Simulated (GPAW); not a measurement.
Ti2O (P-3m1), O K edge of atom 3, with 6 Ti at 2.14 Å (octahedral, site symmetry -3m). Method: GPAW, LDA, excited-electron core hole (neutral cell), 12-atom cell with 5.5 Å between holes, 5×5×5 k points, dipole transitions, Gaussian full width 0.9 eV up to 4 eV, rising linearly to 3.5 eV at 25 eV.

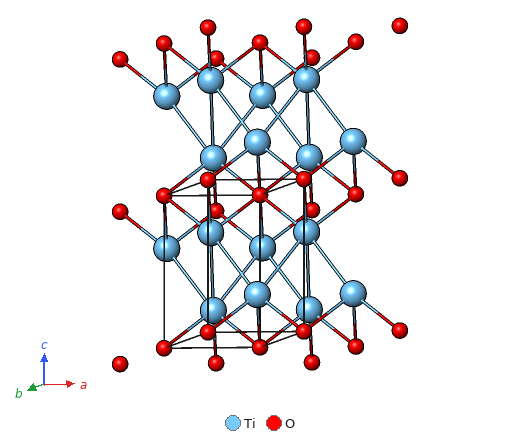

The structure (titanium blue, oxygen red). Bonds to atoms that aren't drawn are left out. 2×2×2 cells are drawn. Some periodic images of atoms are drawn too.

```xyz
3
Lattice="2.9194 0.0000 0.0000 -1.4597 2.5283 0.0000 0.0000 0.0000 4.7130" Properties=species:S:1:pos:R:3 pbc="T T T"
Ti    0.0000    1.6855    3.3993
Ti    1.4597    0.8428    1.3137
O     0.0000    0.0000    0.0000
```

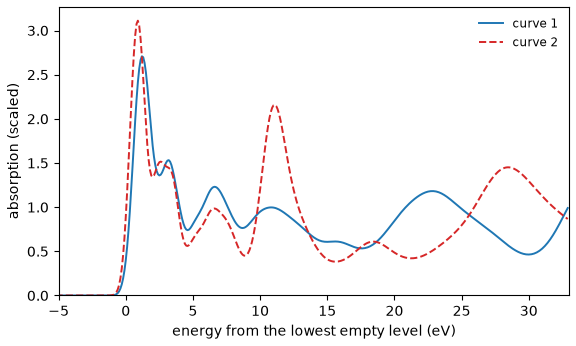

Energy from the lowest empty level; a common scale on which the isotropic spectrum has a mean of 1 over the first 20 eV.

The curves are for the electric vector along different Cartesian axes of the cell as given, averaged over the symmetry-equivalent atoms. Which is which?

Curve 1: along z (c), main maxima 1.2 eV (2.71), 3.2 eV (1.53) and 6.6 eV (1.23). Curve 2: along x (⊥ c) (the other in-plane axis gives the same curve within 3 %), main maxima 0.9 eV (3.11), 2.6 eV (1.52) and 11.1 eV (2.16). A K edge sees empty p states; the first features are O p mixed into the empty d states of the Ti neighbours, and the broad ones above probably into the cations' higher empty bands. Each direction probes the empty orbitals that point along it. The unit cell's mesh shows no gap over 0.35 eV. That is right for a metallic compound; for a small-gap or correlated insulator it would be the fault of the functional or of the assumed magnetic order, and the hole would be screened too well. The holes are only 5.5 Å apart, so the shape is probably not converged with cell size; no larger cell was run here.

[Banner, clock and machine lines of the logs are left out without a mark of their own.]

[Logs are printed without paths, hosts, clocks, repeated set-up lines and the standing remarks that a program may print on its own settings, such as how far it seeks lower states.]

[Hosts, paths, dates, database ids (printed as entryN), source tags and the programs' standing remarks are cut or masked in the printed files.]

[Lists of maxima count a maximum above −3 eV only where it reaches 4 % of the highest in the window and stands out from its surroundings by 2 % of it (1.5 % where it reaches 55 %); shoulders and weaker maxima are passed over, and of the rest the first, up to two pre-edge ones and the few strongest are named.]
